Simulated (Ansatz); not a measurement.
# Single-point calculation, with input and output: Hf$_{3}$N$_{4}$F (part 1 of 2)

The run: single-point calculation of Hf$_{3}$N$_{4}$F (slab, 8 atoms in the cell). Method and program: DFT PBEsol, scalar-relativistic, plane waves, PAW, no spin polarisation (Ansatz 0.2.0).

The structure derives from an entry of the Crystallography Open Database. It belongs to a series of runs on one base structure; here: F lifted by +3.00 A from its best place. Figures and captions count atoms from 1; the log counts them from 0 in places.

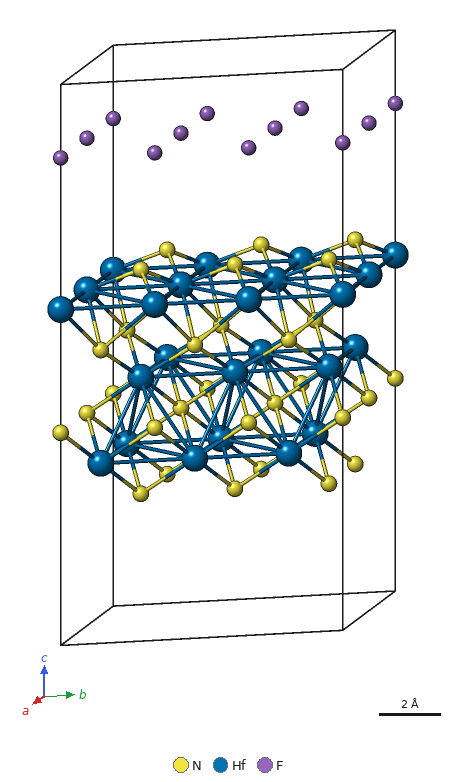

**Figure 1.** The input geometry (ball-and-stick view of the 2 × 3 repeat of the cell, with the vacuum cut short, seen slightly off an axis). An atom can appear more than once, as a periodic image.

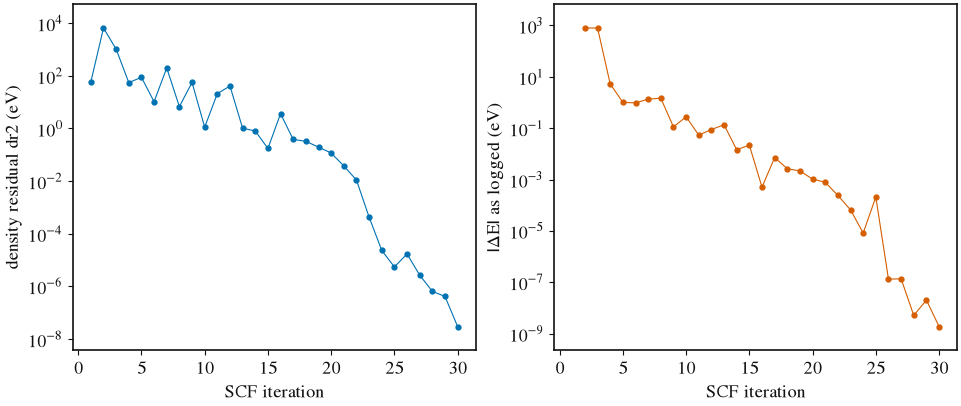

**Figure 2.** Convergence of the self-consistent field: density residual dr2 and size of the energy change against the SCF iteration. The residual falls unevenly and jumps up by a factor of two or more 6 times on the way down.

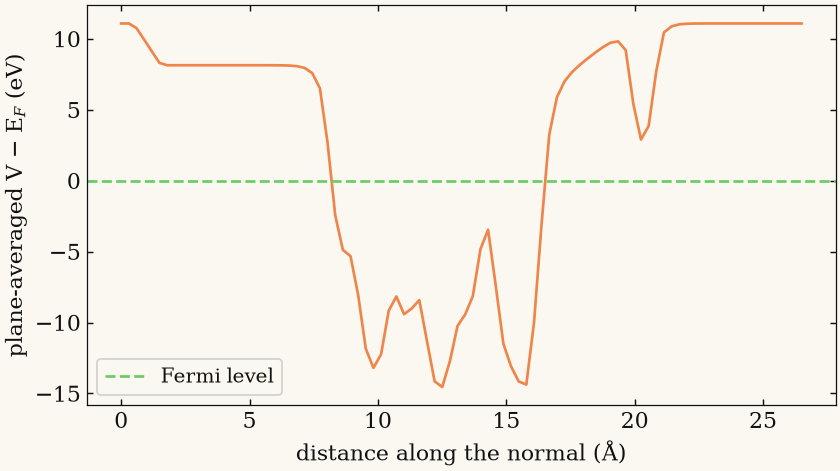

**Figure 3.** Plane average of the electrostatic potential energy of an electron across the cell, from the Fermi level. The vacuum level lies 11.09 eV above the Fermi level on the upper side and 8.14 eV on the lower.

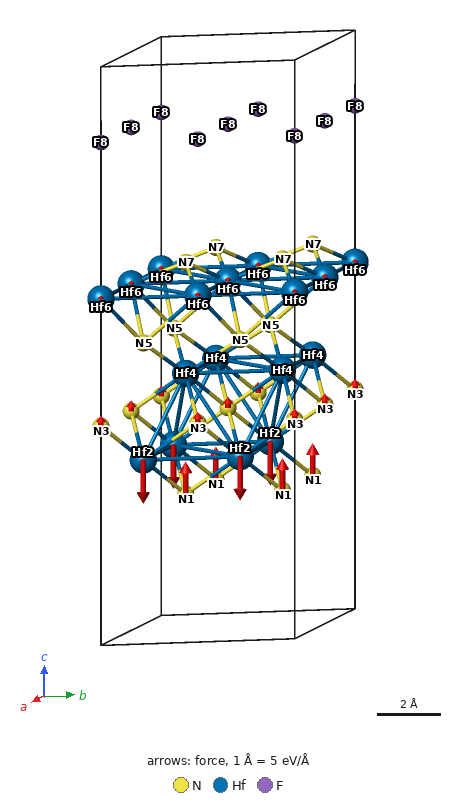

**Figure 4.** Forces on the atoms as red arrows (ball-and-stick view of the 2 × 2 repeat of the cell, with the vacuum cut short, seen slightly off an axis; atoms are numbered from 1 in the order of the input); the smallest are left out. The largest act on Hf2 (7.16 eV/Å); N1 (5.25 eV/Å). The geometry is not a stationary point of this energy.

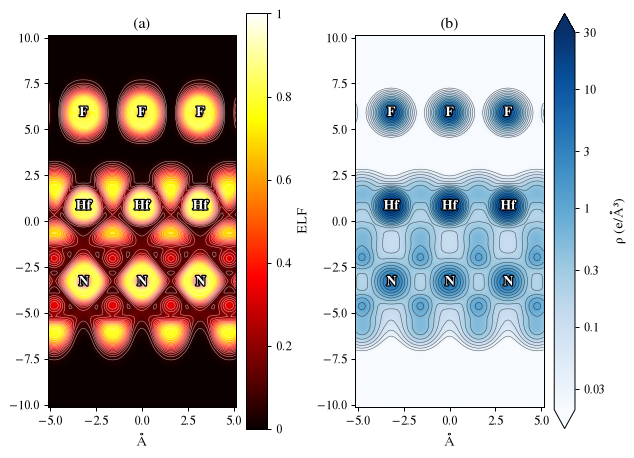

**Figure 5.** (a) electron localisation function; (b) valence electron density on the (010) plane of the calculation cell, a cut from vacuum to vacuum. Hf–Hf (3.18 Å): ρ at the midpoint is about 0.29 e/Å³; the ELF is about 0.40 at the midpoint (no shared electron pair). The density dies away to nearly zero in the vacuum. The strong features right at Hf lie inside the PAW spheres (semicore, d or f shells) and say nothing about bonding. In a PAW calculation such maps are meaningful between the atoms, not at the nuclei.

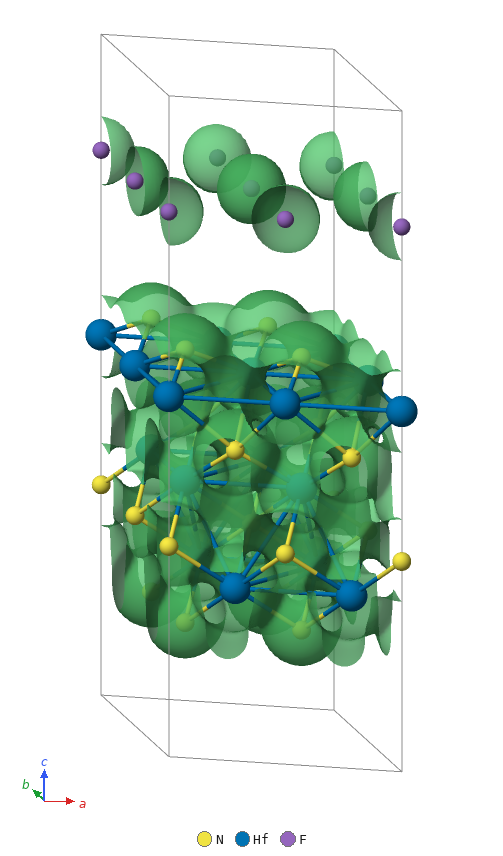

**Figure 6.** Isosurface of the valence electron density at 0.3 e/Å³ (green), seen slightly off an axis. Sticks mark near contacts. At this value the density is joined into sheets; it holds about 95 % of the electrons treated as valence (semicore included). It is pinched off along the Hf–Hf (3.18 Å) and F–F (3.18 Å) contacts. On the grid the lowest density along these lines, outside the cores, is 0.95 e/Å³ (Hf–N, 2.00 Å), 0.2 e/Å³ (Hf–Hf, 3.18 Å), 0.02 e/Å³ (F–F, 3.18 Å) and 0.61 e/Å³ (Hf–N, 2.19 Å).

The input that produced these results follows, with the program's output.

Input file:
```yaml
crystal:
  lattice:
    - [3.1830776025, 0.0, 0.0]
    - [-1.5915388012, 2.756626066, 0.0]
    - [0.0, 0.0, 26.7969159377]
  atoms:
    - { symbol: "N", position: [0.3333333333, 0.6666666667, 0.3172006816] }
    - { symbol: Hf, position: [0.6666666667, 0.3333333333, 0.3656945453] }
    - { symbol: "N", position: [0.0, 0.0, 0.414188409] }
    - { symbol: Hf, position: [0.3333333333, 0.6666666667, 0.463240264] }
    - { symbol: "N", position: [0.6666666667, 0.3333333333, 0.5076141066] }
    - { symbol: Hf, position: [0.0, 0.0, 0.568591005] }
    - { symbol: "N", position: [0.3333333333, 0.6666666667, 0.5980476603] }
    - { symbol: F, position: [1.0, 1.0, 0.7584980472] }
basis:
  ecutwfc: 420
kpoints:
  mp_grid: { grid: [9, 9, 1] }
hamiltonian:
  xc: pbesol
scf:
  occupations: { method: gaussian, width: 0.1 }
output:
  forces: true
  stress: true
  eigenvalues: true
  write_density: true
  write_potential: true
  elf: true
  volumetric_format: npy
efield:
  axis: 3
  dipole_correction: true
  ramp_width: 0.04
```

Launch command:
```bash
ansatz run input.yaml --threads 2 --pin off --max-ram 5120MiB --backend cpu --events-out ev --progress --plain --runs-dir out
```

The program's output:
```
Engine: ansatz 0.2.0, aarch64-unknown-linux-gnu
Pseudopotentials: kind: paw
Pseudopotential: N, paw, valence charge 5, recommended cutoff 420 eV (normal), N.paw.azcp
Pseudopotential: Hf, paw, valence charge 26, recommended cutoff 420 eV (normal), Hf.paw.azcp
Pseudopotential: F, paw, valence charge 7, recommended cutoff 420 eV (normal), F.paw.azcp
Functional definition: PBEsol
  exchange = pbesol_x
  correlation = pbesol_c
Crystal: 8 atoms, lattice volume = 235.131 Å³
Basis set: ecut = 420 eV, 4613 PW (Γ), exchange–correlation on 48×48×360 points (8 copies of the dense FFT grid, shifted against one another)
Bands: 63, of which v1, the nominal top of the filled ones, is band 53 counted from 1 (52 counted from 0)
Symmetry: 6 space group operations
Space group: P3m1 (ITA 156), of the structure as read, at distance tolerance 6.2e-5 Å
k-points: 12 of 81 (time reversal used)
Non-local potential: N, projectors of the file, l = 0: 2, l = 1: 2, l = 2: 1
Non-local potential: Hf, projectors of the file, l = 0: 3, l = 1: 2, l = 2: 2, l = 3: 3
Non-local potential: F, projectors of the file, l = 0: 2, l = 1: 2, l = 2: 1
PAW form: soft (Blöchl's): semilocal exchange-correlation on the pseudo side does not see the compensation charge
PAW frozen core: N, regenerated for the run's functional, and the local potential with it (the file was generated under x = pbe(κ = 0.804, μ = 0.2195149727645171), c = pbe(β = 0.06672455060314922))
PAW frozen core: Hf, regenerated for the run's functional, and the local potential with it (the file was generated under x = pbe(κ = 0.804, μ = 0.2195149727645171), c = pbe(β = 0.06672455060314922))
PAW frozen core: F, regenerated for the run's functional, and the local potential with it (the file was generated under x = pbe(κ = 0.804, μ = 0.2195149727645171), c = pbe(β = 0.06672455060314922))
PAW one-centre angular grid: N, 110 points (default); XC on 64 Gauss nodes
PAW one-centre angular grid: Hf, 590 points (default); XC on 64 Gauss nodes
PAW one-centre angular grid: F, 110 points (default); XC on 64 Gauss nodes
Initial density: superposition of atomic densities (neutral atoms: chi_scale 0, normalization atom), corrected by the library's trained network
Initial wavefunctions: pseudopotential atomic-orbital guess
Functional: x = pbesol(κ = 0.804, μ = 0.12345679012345678), c = pbesol(β = 0.046)
```
